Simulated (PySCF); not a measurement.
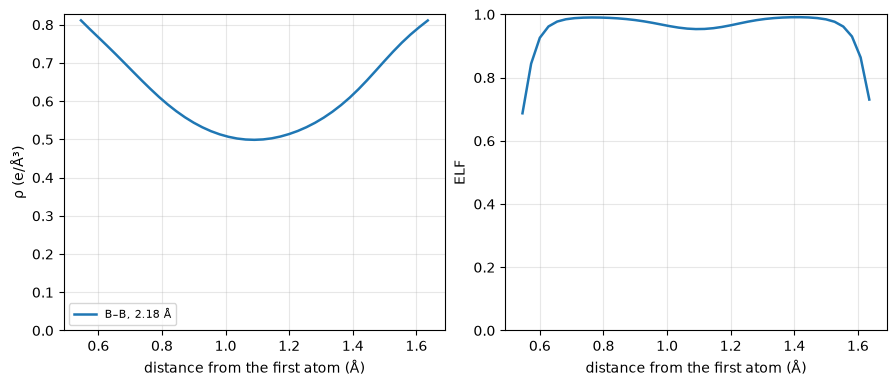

Figure. B2 (charge +1, doublet). Electron density and ELF along straight lines between neighbouring atoms. The curves leave out the atomic cores.

Method: PBE0/pcseg-2, non-relativistic, at a bond length of 2.181 Å in PySCF 2.14.0.

What can be read from the curves?

Answer. B–B (2.18 Å): the density is about 0.5 e/Å³ at the midpoint; the ELF peaks at about 1 between the atoms.
